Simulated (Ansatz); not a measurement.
Geometry relaxation, with input and output: BSiH$_{5}$SO (part 2 of 2)

Continued. System: BSiH$_{5}$SO, SMILES B[SiH](O)S. Method: RKS PBE/cc-pVDZ (Ansatz 0.2.0). It belongs to a series of runs on one base structure; here: end point A relaxed.

Geometry of the input (Å):
```
B  -0.4043  1.4399  0.0577
Si 0.2644  -0.3121  0.1973
O  -0.2921  -1.0101  1.6586
S  -0.3461  -1.4883  -1.4545
H  -1.1517  1.7570  -0.8803
H  -0.1898  2.3131  0.8602
H  1.7640  -0.2455  0.1836
H  0.2442  -1.8680  1.7065
H  0.1997  -0.6323  -2.3462
```

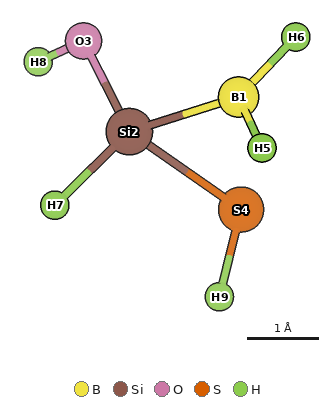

**Figure 1.** The geometry at step 16 of the log (ball-and-stick view, seen at a tilt; atoms are numbered from 1 in the order of the input).

### Trajectory as extended XYZ, continued
```
9
Properties=species:S:1:pos:R:3:forces:R:3 step=7 energy=-21506.01561
B    -0.5112    1.6124    0.1563   -0.0490   0.4372  -0.0040
Si    0.2405   -0.2466    0.1324    0.1590  -0.1013  -0.0002
O    -0.0497   -0.9806    1.6442    0.0534  -0.0361  -0.0041
S    -0.5769   -1.5872   -1.4069    0.1815   0.1264  -0.2527
H    -0.6015    2.2384   -0.9061   -0.0005  -0.2010   0.4256
H    -0.7789    2.1779    1.2212    0.0049  -0.1668  -0.4270
H     1.7298   -0.1194   -0.2031   -0.1006  -0.0158   0.0464
H     0.2503   -1.9118    1.6763   -0.0154   0.0659  -0.0183
H     0.3859   -1.2295   -2.3314   -0.2332  -0.1085   0.2343
9
Properties=species:S:1:pos:R:3:forces:R:3 step=8 energy=-21506.05218
B    -0.5129    1.6147    0.1582    0.0880   0.0871   0.0283
Si    0.2705   -0.2371    0.1379    0.0446   0.0845  -0.0048
O     0.0215   -0.9727    1.6534   -0.0164   0.0043   0.0153
S    -0.6445   -1.5247   -1.3966    0.0299   0.0545  -0.0728
H    -0.4609    2.2850   -0.8577   -0.0269  -0.0578   0.0327
H    -0.9645    2.1301    1.1640   -0.0724  -0.0593  -0.0689
H     1.7443   -0.1344   -0.2304   -0.0118  -0.0534  -0.0147
H     0.2765   -1.9155    1.6562    0.0286  -0.0335   0.0143
H     0.3583   -1.2917   -2.3021   -0.0635  -0.0264   0.0705
9
Properties=species:S:1:pos:R:3:forces:R:3 step=9 energy=-21506.04665 accepted=F
B    -0.4547    1.6455    0.1753   -0.8226   0.0035   0.2329
Si    0.3160   -0.2123    0.1505    0.2280  -0.0729   0.1349
O     0.0690   -0.9656    1.6635    0.0911  -0.2743  -0.0607
S    -0.6961   -1.4464   -1.3774    0.0565   0.1536  -0.0572
H    -0.4083    2.3000   -0.8513    0.1786   0.0626   0.1224
H    -1.1486    2.0791    1.1162    0.4772  -0.1966  -0.4629
H     1.7781   -0.2094   -0.2725   -0.0388  -0.0302   0.0170
H     0.2917   -1.9256    1.6447   -0.0590   0.3742  -0.0045
H     0.3412   -1.3116   -2.2661   -0.1110  -0.0199   0.0781
9
Properties=species:S:1:pos:R:3:forces:R:3 step=10 energy=-21506.06906
B    -0.5065    1.6172    0.1573    0.0129   0.0484   0.1122
Si    0.2960   -0.2265    0.1470    0.0164   0.0321   0.0202
O     0.0427   -0.9694    1.6605    0.0373  -0.0696  -0.0212
S    -0.6796   -1.4659   -1.3954    0.0066   0.0508  -0.0318
H    -0.4235    2.2924   -0.8502    0.0082  -0.0101  -0.0007
H    -1.0516    2.1010    1.1356   -0.0242  -0.0866  -0.1264
H     1.7637   -0.1777   -0.2468   -0.0093  -0.0317  -0.0004
H     0.2972   -1.9150    1.6583   -0.0041   0.0801   0.0110
H     0.3498   -1.3022   -2.2835   -0.0440  -0.0133   0.0372
9
Properties=species:S:1:pos:R:3:forces:R:3 step=11 energy=-21506.08339
B    -0.4970    1.6167    0.1566   -0.0954  -0.0151   0.1570
Si    0.3190   -0.2203    0.1552   -0.0130   0.0399   0.0380
O     0.0631   -0.9648    1.6680    0.0488  -0.0705  -0.0427
S    -0.7112   -1.4146   -1.3938    0.0147   0.0610   0.0102
H    -0.3825    2.2986   -0.8400    0.0473   0.0465  -0.0311
H    -1.1324    2.0649    1.1002    0.0417  -0.1017  -0.1667
H     1.7816   -0.2092   -0.2529   -0.0032  -0.0341  -0.0069
H     0.3165   -1.9107    1.6639   -0.0045   0.0763   0.0189
H     0.3311   -1.3069   -2.2743   -0.0364  -0.0024   0.0233
9
Properties=species:S:1:pos:R:3:forces:R:3 step=12 energy=-21506.10356
B    -0.4999    1.6098    0.1480   -0.1401   0.0411   0.2556
Si    0.3458   -0.2121    0.1690   -0.0797   0.0260   0.0302
O     0.0975   -0.9601    1.6808    0.0402  -0.0285  -0.0509
S    -0.7530   -1.3504   -1.3838    0.0501   0.0784   0.0247
H    -0.2971    2.3231   -0.8146    0.0135   0.0296   0.0166
H    -1.2531    2.0087    1.0383    0.1751  -0.1716  -0.3362
H     1.7976   -0.2544   -0.2682   -0.0083  -0.0080   0.0009
H     0.3506   -1.9050    1.6725    0.0112   0.0279   0.0293
H     0.2997   -1.3059   -2.2591   -0.0621   0.0051   0.0299
9
Properties=species:S:1:pos:R:3:forces:R:3 step=13 energy=-21506.12387
B    -0.4704    1.6070    0.1477   -0.5228  -0.0562   0.0563
Si    0.3762   -0.2097    0.1918   -0.0084   0.1095   0.0494
O     0.1323   -0.9619    1.7009    0.0184   0.0232  -0.0518
S    -0.8047   -1.2668   -1.3655    0.0934   0.1082   0.0546
H    -0.2154    2.3415   -0.7933    0.0548   0.0083   0.1771
H    -1.3862    1.9177    0.9262    0.4413  -0.1229  -0.3577
H     1.8186   -0.2943   -0.2687   -0.0278  -0.0475  -0.0032
H     0.3954   -1.9024    1.6936    0.0277  -0.0446   0.0359
H     0.2424   -1.2774   -2.2498   -0.0766   0.0219   0.0393
9
Properties=species:S:1:pos:R:3:forces:R:3 step=14 energy=-21506.15886
B    -0.4729    1.5714    0.1086   -0.1975  -0.1472   0.0039
Si    0.4072   -0.2216    0.2124    0.0371   0.1258   0.0284
O     0.1501   -0.9421    1.7335   -0.0022  -0.0586  -0.0564
S    -0.8107   -1.2720   -1.3216    0.0789   0.1371  -0.0915
H    -0.1266    2.3699   -0.7421   -0.0064  -0.0113   0.0534
H    -1.4639    1.8087    0.7903    0.2028  -0.0421  -0.1624
H     1.8470   -0.3494   -0.2451   -0.0271  -0.0280   0.0102
H     0.4340   -1.8770    1.7703    0.0258   0.0233   0.0090
H     0.1240   -1.1341   -2.3235   -0.1115   0.0010   0.2054
9
Properties=species:S:1:pos:R:3:forces:R:3 step=15 energy=-21506.18009
B    -0.4965    1.5050    0.0287    0.0242   0.0770   0.2648
Si    0.4704   -0.2281    0.2425   -0.3890   0.3043   0.2400
O     0.1706   -0.9617    1.7491    0.1428  -0.1315  -0.0381
S    -0.9014   -1.1207   -1.2782    0.3291   0.1892  -0.1668
H    -0.0670    2.3576   -0.7420   -0.2220  -0.2357   0.0290
H    -1.5510    1.7030    0.6515    0.4302  -0.1788  -0.3741
H     1.9044   -0.4105   -0.2167   -0.0962  -0.0767  -0.0384
H     0.4983   -1.8827    1.8059   -0.0142   0.0894   0.0063
H     0.0603   -1.0083   -2.2579   -0.2049  -0.0371   0.0774
9
Properties=species:S:1:pos:R:3:forces:R:3 step=16 energy=-21506.23258
B    -0.4630    1.4873    0.0411   -0.4558  -0.0835  -0.5123
Si    0.5057   -0.2167    0.3194   -0.0774   0.1504   0.1393
O     0.2046   -0.9812    1.8101    0.1406  -0.1878  -0.1072
S    -0.9183   -0.9596   -1.2513    0.2067   0.2423  -0.1060
H    -0.0820    2.2978   -0.8124   -0.0979  -0.2977   0.3613
H    -1.6117    1.5951    0.5007    0.6150  -0.0177  -0.0512
H     1.9039   -0.5037   -0.2075   -0.1380   0.0251   0.0837
H     0.5487   -1.8988    1.8584   -0.0532   0.1749  -0.0132
H     0.0003   -0.8665   -2.2755   -0.1400  -0.0060   0.2056
9
Properties=species:S:1:pos:R:3:forces:R:3 step=17 energy=-21506.33856
B    -0.4886    1.4128   -0.0345   -0.4591  -0.0243  -0.3745
Si    0.5320   -0.2125    0.3761    0.0597   0.2374   0.1665
O     0.2268   -1.0043    1.8512    0.1027  -0.1334  -0.2028
S    -0.9425   -0.7661   -1.2499   -0.0056   0.1679   0.0551
H    -0.1106    2.2211   -0.8857   -0.0529  -0.3065   0.3036
H    -1.6096    1.5544    0.4832    0.5777  -0.1120  -0.1658
H     1.9060   -0.5463   -0.1867   -0.1598  -0.0149   0.0973
H     0.5792   -1.9179    1.8815   -0.0320   0.1002   0.0144
H    -0.0045   -0.7875   -2.2524   -0.0306   0.0856   0.1062
9
Properties=species:S:1:pos:R:3:forces:R:3 step=18 energy=-21506.49136
B    -0.5202    1.3157   -0.1420   -0.4066  -0.0204  -0.3785
Si    0.5777   -0.1758    0.4467    0.1760  -0.0014   0.3172
O     0.2364   -1.0304    1.8783    0.1243  -0.0307  -0.1952
S    -0.9718   -0.5797   -1.1989   -0.0213   0.0320  -0.0755
H    -0.1162    2.1386   -0.9500   -0.0058  -0.1403   0.1831
H    -1.6017    1.4742    0.4239    0.3740  -0.0312  -0.0476
H     1.9095   -0.5950   -0.1592   -0.1661  -0.0194   0.0865
H     0.6104   -1.9352    1.8867   -0.0285   0.0750   0.0145
H    -0.0359   -0.6587   -2.2026   -0.0459   0.1365   0.0954
9
Properties=species:S:1:pos:R:3:forces:R:3 step=19 energy=-21506.48864 accepted=F
B    -0.5761    1.1957   -0.2841   -0.0369   0.7839   0.5461
Si    0.6234   -0.1377    0.5368    0.1276   0.1027   0.0453
O     0.2624   -1.0428    1.9305    0.0277   0.0573  -0.1751
S    -0.9961   -0.4459   -1.1844   -0.1599  -1.0514  -0.6604
H    -0.1241    2.0609   -1.0044    0.0297   0.0387   0.0971
H    -1.5720    1.4112    0.3937    0.2014   0.0908   0.0143
H     1.8839   -0.6757   -0.1309   -0.1550  -0.0424   0.0663
H     0.6472   -1.9417    1.9155   -0.0106   0.0237   0.0166
H    -0.0604   -0.4703   -2.1897   -0.0239  -0.0034   0.0498
9
Properties=species:S:1:pos:R:3:forces:R:3 step=20 energy=-21506.54725
B    -0.5567    1.2655   -0.2134   -0.2245  -0.0789  -0.0382
Si    0.5994   -0.1441    0.4925   -0.0116  -0.1213   0.0145
O     0.2449   -1.0343    1.8962    0.0645   0.0649  -0.1254
S    -0.9833   -0.5651   -1.2084    0.1016   0.1934   0.0742
H    -0.1176    2.1198   -0.9588   -0.0070  -0.1176   0.0020
H    -1.5766    1.4673    0.4332    0.1841  -0.0624  -0.0900
H     1.8866   -0.6358   -0.1469   -0.0663  -0.0043   0.0756
H     0.6276   -1.9340    1.8907   -0.0028   0.0335   0.0135
H    -0.0360   -0.5856   -2.2022   -0.0381   0.0927   0.0738
9
Properties=species:S:1:pos:R:3:forces:R:3 step=21 energy=-21506.56229
B    -0.5803    1.2286   -0.2424    0.1605  -0.0427   0.0115
Si    0.6240   -0.1486    0.4806   -0.0853   0.1008   0.1332
O     0.2531   -0.9952    1.9056    0.0053  -0.0190  -0.1183
S    -0.9687   -0.5479   -1.2214   -0.0734  -0.0108   0.0013
H    -0.1638    2.0883   -0.9915   -0.0190  -0.0439   0.0212
H    -1.5369    1.4280    0.4820   -0.0183  -0.0423  -0.0686
H     1.8926   -0.7027   -0.1248    0.0330  -0.0195  -0.0516
H     0.5989   -1.9097    1.9141    0.0083   0.0306   0.0305
H    -0.0306   -0.4872   -2.2192   -0.0112   0.0469   0.0409
9
Properties=species:S:1:pos:R:3:forces:R:3 step=22 energy=-21506.56505
B    -0.5709    1.2210   -0.2479   -0.1020   0.0170   0.0452
Si    0.6268   -0.1400    0.5004   -0.0634  -0.0646   0.0297
O     0.2417   -1.0113    1.9050    0.0569  -0.0118  -0.0575
S    -0.9798   -0.5367   -1.2108    0.0554  -0.0127  -0.0677
H    -0.1499    2.0716   -1.0016    0.0135   0.0025   0.0227
H    -1.5502    1.4192    0.4477    0.0691   0.0363   0.0055
H     1.8781   -0.7131   -0.1313    0.0167   0.0129   0.0070
H     0.6313   -1.9085    1.9244   -0.0236   0.0598   0.0127
H    -0.0389   -0.4483   -2.2030   -0.0225  -0.0394   0.0024
9
Properties=species:S:1:pos:R:3:forces:R:3 step=23 energy=-21506.56715
B    -0.5734    1.2245   -0.2441   -0.0244  -0.0120   0.0277
Si    0.6161   -0.1470    0.4932   -0.0155  -0.0200   0.0387
O     0.2386   -1.0140    1.9017    0.0387  -0.0044  -0.0591
S    -0.9814   -0.5417   -1.2188    0.0155   0.0125  -0.0197
H    -0.1433    2.0769   -0.9905    0.0040  -0.0063  -0.0044
H    -1.5475    1.4299    0.4539    0.0137   0.0054  -0.0115
H     1.8820   -0.6995   -0.1295   -0.0073  -0.0013   0.0066
H     0.6362   -1.9068    1.9272   -0.0142   0.0288   0.0131
H    -0.0389   -0.4687   -2.2103   -0.0104  -0.0027   0.0085
9
Properties=species:S:1:pos:R:3:forces:R:3 step=24 energy=-21506.56733
B    -0.5746    1.2236   -0.2432   -0.0065  -0.0076   0.0100
Si    0.6145   -0.1481    0.4932   -0.0083  -0.0127   0.0277
O     0.2384   -1.0147    1.9012    0.0238   0.0005  -0.0409
S    -0.9818   -0.5404   -1.2216    0.0034   0.0039  -0.0071
H    -0.1421    2.0748   -0.9895    0.0040  -0.0011  -0.0029
H    -1.5481    1.4317    0.4536    0.0009   0.0024  -0.0057
H     1.8804   -0.7010   -0.1285   -0.0044   0.0007   0.0020
H     0.6404   -1.9050    1.9302   -0.0085   0.0121   0.0116
H    -0.0389   -0.4671   -2.2124   -0.0043   0.0018   0.0054
9
Properties=species:S:1:pos:R:3:forces:R:3 step=25 energy=-21506.56744
B    -0.5757    1.2224   -0.2425    0.0001  -0.0004  -0.0016
Si    0.6119   -0.1501    0.4935    0.0012   0.0032   0.0053
O     0.2389   -1.0165    1.9008    0.0061  -0.0033  -0.0112
S    -0.9833   -0.5393   -1.2245   -0.0016  -0.0008   0.0022
H    -0.1381    2.0721   -0.9877    0.0014   0.0004  -0.0022
H    -1.5508    1.4343    0.4504   -0.0026   0.0010   0.0011
H     1.8778   -0.7021   -0.1284   -0.0019   0.0016  -0.0010
H     0.6470   -1.9034    1.9348   -0.0040  -0.0024   0.0082
H    -0.0394   -0.4637   -2.2136    0.0013   0.0008  -0.0008
```

### Key numbers

- outcome: converged
- total energy: −21506.5675 eV
- mean-field energy: −21506.5675 eV
- largest force (length of the vector) at the end: 0.013 eV/Å
- wall time: 56 s
- peak memory: 0.16 GiB
